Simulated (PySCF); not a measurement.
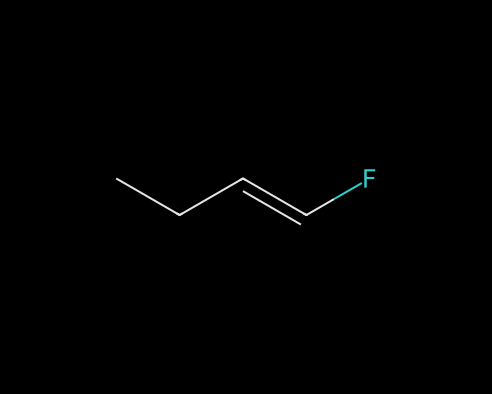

Skeletal drawing of a molecule.

> Transcribe the drawing into SMILES.

CC/C=C/F

> What is the molecular formula?

C4H7F.

> An optimisation with PBE0-D3(BJ)/def2-SVP gave a structure of which point group?

C1. Other conformers may differ.

The parts below concern this one geometry. Atoms keep their numbers from picture to picture. The geometry was computed by an optimisation with PBE0-D3(BJ)/def2-SVP. No frequency run is at hand to confirm it as a minimum.

**Levels of theory compared**

No frequency run is at hand to confirm it as a minimum. Program: PySCF 2.14.0.

Tabulate HOMO energy (eV), dipole (D), HOMO–LUMO gap (eV) at these levels: BHandHLYP/aug-pcX-1 (pcseg-1 on H); CAM-B3LYP/def2-SVPD; CAM-B3LYP/def2-SVPD in chloroform (IEF-PCM); CAM-B3LYP/def2-SVPD in water (IEF-PCM); PBE0/pcSseg-1 in chloroform (IEF-PCM); PBE0/pcSseg-1 in water (IEF-PCM).

```json
{"level": "BHandHLYP/aug-pcX-1 (pcseg-1 on H)", "HOMO energy (eV)": "−8.33", "dipole (D)": "1.84", "HOMO–LUMO gap (eV)": "9.02"}
{"level": "CAM-B3LYP/def2-SVPD", "HOMO energy (eV)": "−8.63", "dipole (D)": "1.82", "HOMO–LUMO gap (eV)": "9.94"}
{"level": "CAM-B3LYP/def2-SVPD in chloroform (IEF-PCM)", "HOMO energy (eV)": "−8.57", "dipole (D)": "2.13", "HOMO–LUMO gap (eV)": "10.03"}
{"level": "CAM-B3LYP/def2-SVPD in water (IEF-PCM)", "HOMO energy (eV)": "−8.56", "dipole (D)": "2.25", "HOMO–LUMO gap (eV)": "10.06"}
{"level": "PBE0/pcSseg-1 in chloroform (IEF-PCM)", "HOMO energy (eV)": "−7.16", "dipole (D)": "1.95", "HOMO–LUMO gap (eV)": "7.76"}
{"level": "PBE0/pcSseg-1 in water (IEF-PCM)", "HOMO energy (eV)": "−7.16", "dipole (D)": "2.05", "HOMO–LUMO gap (eV)": "7.77"}
```

**Excitation**

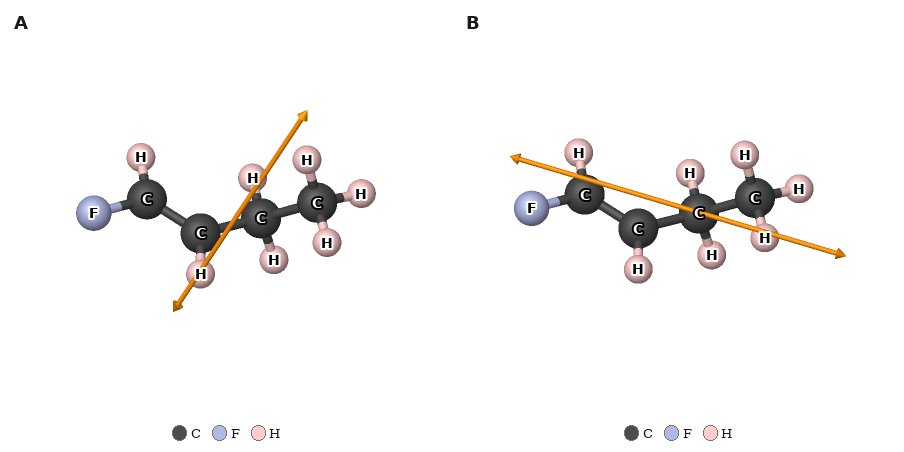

The double arrows show the directions of two transition dipoles from the ground state (lengths mean nothing). No frequency run is at hand to confirm it as a minimum. Level of theory: TDDFT CAM-B3LYP/def2-SVPD, vertical, IEF-PCM chloroform (non-equilibrium linear response), core orbitals frozen in the response (PySCF 2.14.0).

> One belongs to singlet state 1 and one to singlet state 5. Which is which?

A: state 5, 8.44 eV (147 nm), oscillator strength 0.018, mainly HOMO → LUMO+4 (weight 0.73).
B: state 1, 7.15 eV (173 nm), oscillator strength 0.37, mainly HOMO → LUMO (weight 0.83).

**Polarisability**

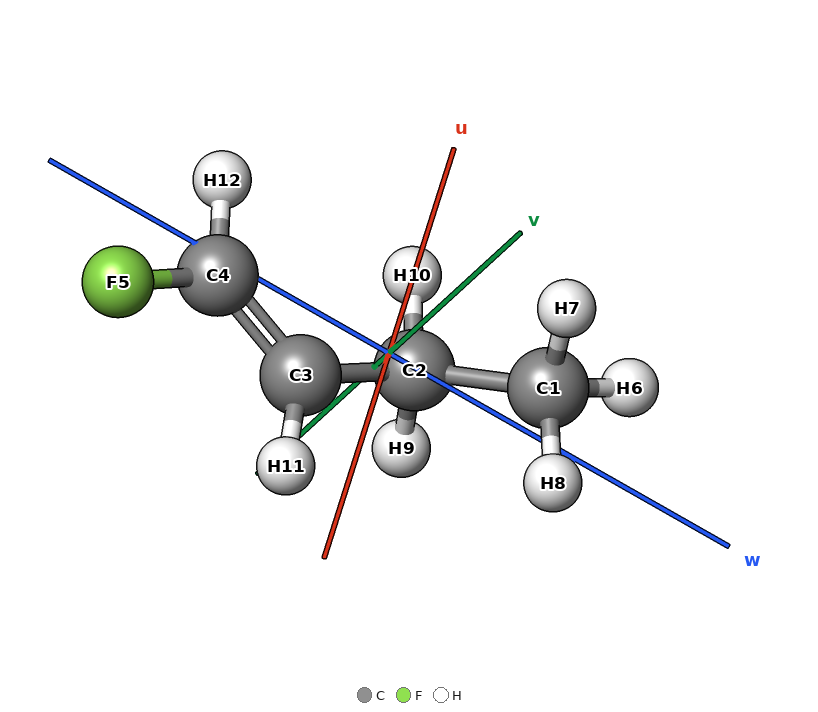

The lines u, v and w are the principal axes of the static dipole polarisability. No frequency run is at hand to confirm it as a minimum. Computed with CAM-B3LYP/def2-SVPD (PySCF 2.14.0).

> Along which axis is the molecule most polarisable, and along which least?

Most along w (close to the long direction C1···F5), least along v.

> Give the three principal values.

u 47.1, v 42.9, w 65.9 bohr³; mean 52.0, anisotropy 21.2 bohr³.

**NMR shielding**

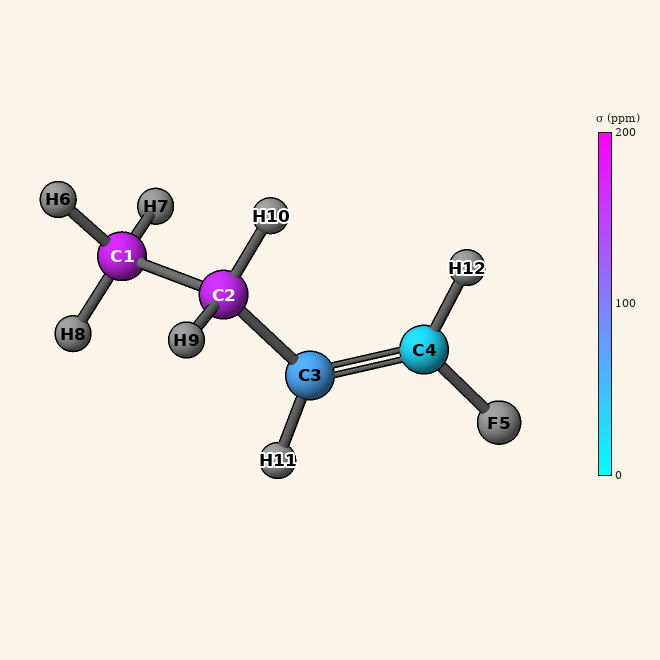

Atoms are coloured by their isotropic NMR shieldings (C only, the others grey). No frequency run is at hand to confirm it as a minimum. Level of theory: GIAO PBE0/pcSseg-1 NMR shielding, non-relativistic, IEF-PCM water (PySCF 2.14.0).

> Which C atom is the most shielded (lowest chemical shift)?

C1 (167.7 ppm).

> Which C atom is the least shielded (highest chemical shift)?

C4 (26.8 ppm).

> How wide is the range of C shifts?

140.9 ppm.

List the isotropic NMR shieldings of the C atoms.

```tsv
atom	σ (ppm)
C1	167.7
C2	162.3
C3	63.8
C4	26.8
```
